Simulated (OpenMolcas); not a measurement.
**How methods differ on Si2H5Cl (SMILES [SiH3][SiH2]Cl)**

Si2H5Cl has 8 atoms, charge 0, and is taken as a singlet. As SMILES, `[SiH3][SiH2]Cl`. The shape is that of a PBE0-D4/def2-TZVP optimisation.

```
atom    x (Å)    y (Å)    z (Å)
  Si  -0.7065   0.8818  -0.3903
  Si   0.5734  -0.9388   0.3259
  Cl   2.4316  -0.2529   0.9080
   H  -2.0530   0.4101  -0.8130
   H  -0.0343   1.5407  -1.5400
   H  -0.8545   1.8557   0.7221
   H  -0.0418  -1.6228   1.4914
   H   0.7772  -1.9309  -0.7599
```

Quantity: the vertical energy of the triplet above the singlet, in eV. The values are calculated.

| level | kind | program | value (eV) | less CCSD(T)/cc-pVDZ | CPU time (all runs) |
| --- | --- | --- | --- | --- | --- |
| HF/cc-pVDZ | Hartree–Fock | OpenMolcas | 6.25 | +0.05 | 32 s |
| PBE/cc-pVDZ | GGA | OpenMolcas | 5.42 | -0.78 | 2.2 min |
| revPBE/cc-pVDZ | GGA | OpenMolcas | 5.44 | -0.76 | 2.4 min |
| M06-L/cc-pVDZ | meta-GGA | OpenMolcas | 5.84 | -0.36 | 3.2 min |
| BHLYP/cc-pVDZ | global hybrid | OpenMolcas | 6.17 | -0.03 | 2.3 min |
| M06-2X/cc-pVDZ | hybrid meta-GGA | OpenMolcas | 6.01 | -0.19 | 2.6 min |
| PBE0/cc-pVDZ | global hybrid | OpenMolcas | 5.75 | -0.45 | 2.3 min |
| CCSD(T)/cc-pVDZ, open shells restricted | coupled cluster or CI | OpenMolcas | 6.20 | 0.00 | 95 s |

Differences are taken from CCSD(T)/cc-pVDZ, open shells restricted for orientation; it has basis-set and higher-order errors of its own. The values span 5.42 to 6.25 eV. A triplet this far above the singlet is often a Rydberg-like or dissociative state; sets without diffuse functions put Rydberg states too high. The upper state's dipole differs much between rows, so they may not all be the same state. Times are those of the runs behind each value, whatever else they computed, on shared processors of several kinds: orders of magnitude only.

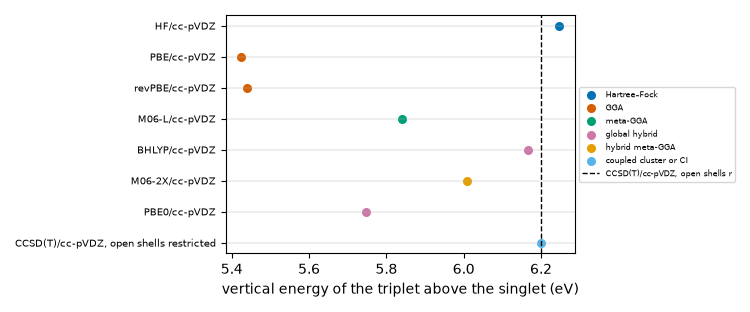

The values of the table, level by level.
